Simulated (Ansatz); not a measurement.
# 2H-CrOSe bilayer (AA) in a perpendicular field

What dipole does a perpendicular field induce in the 2H-CrOSe bilayer (AA)? A positive field points along +c.

Calculated with Ansatz 0.2.0; plane-wave DFT, PBE-D3(BJ), Ansatz PAW (set soft_1); PAW set soft_1, in the first sound run; inputs show where later runs differ.

## Step 1: The structure

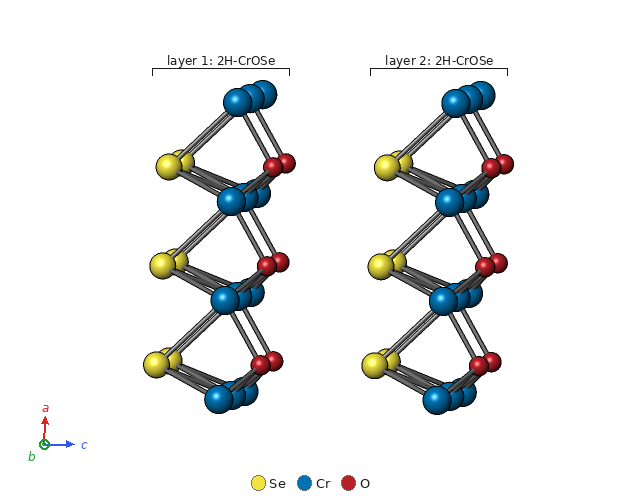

Start, viewed from the side, with the c axis across the page; selenium yellow, chromium blue, oxygen red. 3×2×1 cells are drawn. Bonds to atoms that aren't drawn are left out. Some periodic images of atoms are drawn too.

The cell holds 6 atoms: 2 Se, 2 Cr and 2 O. Cell: a = 2.927 Å, b = 2.927 Å, c = 47.975 Å, α = 90.0°, β = 90.0°, γ = 120.0°. Regions: layer 1: 2H-CrOSe, 3 atoms (1 Se, 1 Cr and 1 O); layer 2: 2H-CrOSe, 3 atoms (1 Se, 1 Cr and 1 O). Vacuum lies along c.

## Step 2: Relaxing the slab

The starting cell is a guess, so the in-plane lattice and the atoms are relaxed first, with the slab cut off from its images along the normal.

input.yaml reads:

```yaml
crystal:
  lattice:
    - [2.926782, 0.0, 0.0]
    - [-1.463391, 2.5346675633, 0.0]
    - [0.0, 0.0, 47.9749512757]
  atoms:
    - { symbol: Se, position: [0.3333333333, 0.6666666667, 0.4116731643] }
    - { symbol: Cr, position: [0.0, 0.0, 0.4492534327] }
    - { symbol: O, position: [0.3333333333, 0.6666666667, 0.4687336837] }
    - { symbol: Se, position: [0.3333333333, 0.6666666667, 0.5312663163] }
    - { symbol: Cr, position: [0.0, 0.0, 0.5688465847] }
    - { symbol: O, position: [0.3333333333, 0.6666666667, 0.5883268357] }
  periodic: [true, true, false]
kpoints:
  mp_grid: { grid: [12, 12, 1] }
hamiltonian:
  xc: pbe
  dispersion: d3bj
  pseudopotentials: { kind: paw, azcp: { folder: soft_1 } }
scf:
  occupations: { method: fermi_dirac, width: 0.05 }
  convergence: { dr2_threshold: 1.0e-09 }
relax:
  f_tol: 0.004
  max_steps: 90
  cell: {}
output:
  write_potential: true
  write_density: true
  volumetric_format: npy
```

Launch:

```sh
ansatz run input.yaml --threads 4 --pin off --max-ram 6144MiB --backend cpu --events-out ev --progress --plain --runs-dir out
```

Then come: single point, field 0; atoms held, field 0.05 V/Å; atoms held, field -0.05 V/Å; atoms held, field 0.1 V/Å; single point, field 0.2 V/Å; single point, field 0.3 V/Å; response, atoms held; field on, atoms free, field 0.1 V/Å; relaxing in the field, field -0.1 V/Å; response, atoms relaxed; with spin-orbit coupling, k-mesh 12×12×1; with spin-orbit coupling, k-mesh 12×12×1, field 0.1 V/Å; spin splitting near the zone centre; the same run with other settings; A changed input. Settings of the main run: cutoff 420 eV, 18×18×1 k-mesh, smearing width 0.05 eV, 2 layers, stack 2H-CrOSe bilayer (AA), PAW set soft 1.

Q: Predict the step between the vacuum levels.

The induced dipole equals that of a perfect conductor 10.29 Å thick, while the outer atoms lie 8.55 Å apart. The two faces differ: the vacuum level above lies 2.81 eV higher than the one below. Letting the atoms follow the field adds 0.10 Å to the equivalent conductor thickness: the ionic part of the response.

```
gap without field                                       : none
work function, upper face                               : 6.58 eV
step between the vacuum levels                          : 2.81 eV
equivalent conductor thickness, atoms held              : 10.3 Å
equivalent conductor thickness, atoms relaxed           : 10.4 Å
largest split over 2k that stays linear in k at 0.1 V/Å : 0.0380 eV Å
```

There is no gap over 0.03 eV, with or without the field. The main runs have no spin polarisation; a magnetic state could lie lower and would change these results. The field series itself is without spin-orbit coupling.

[Logs are printed without paths, hosts, clocks, repeated set-up lines and the standing remarks that a program may print on its own settings, such as how far it seeks lower states.]

[Hosts, paths, dates, database ids (printed as entryN), source tags and the programs' standing remarks are cut or masked in the printed files.]

[Maps of the electrostatic potential energy from Ansatz leave out the sawtooth potential of an applied field or a dipole correction, so their vacuum need not be flat; planar profiles and work functions include it.]
